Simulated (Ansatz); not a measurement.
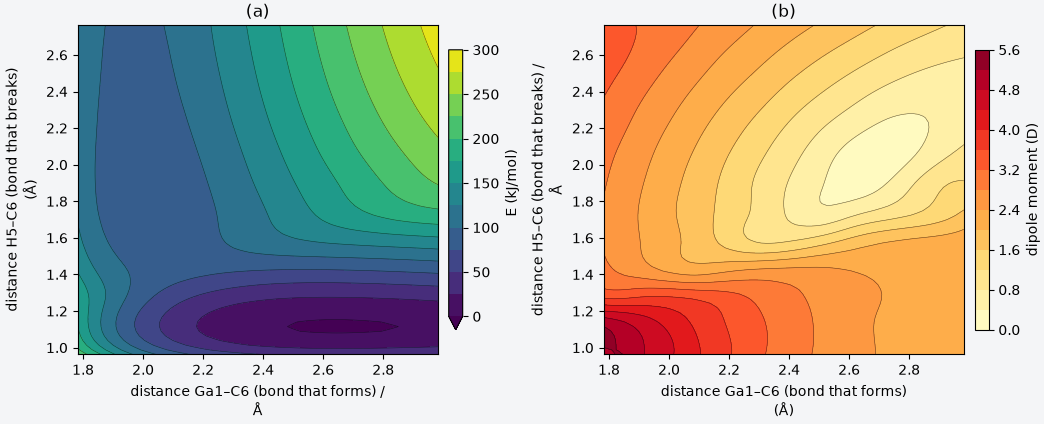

The reacting system CH6FGa (fragments FGaH₂ + CH₄ where the first distance is long, CH₆FGa where the second is long). The first coordinate is: distance Ga1–C6 (bond that forms); the second: distance H5–C6 (bond that breaks). Relaxed at each point: all other coordinates. The scan uses a 13 × 13 grid. Points are written as (first, second). Energies are in kJ/mol, from the lowest grid point. The reference is spin-restricted, so regions where a bond is pulled apart into radicals lie too high. All numbers below come from Ansatz, RKS SPW92 (LDA)/def2-SVP.

Panel (a) is the energy and panel (b) the computed dipole moment on the same grid.

The picture shows filled contours. Between grid points the surface is interpolated.

Q: How does the dipole moment vary over the map, and what is it at the lowest grid point?

A: Leaving out the highest fifth of the energies, it runs from 0.22 D at (2.620 Å, 1.881 Å) to 5.14 D at (1.836 Å, 1.044 Å). At the lowest grid point, (2.620 Å, 1.155 Å), it is 2.51 D.
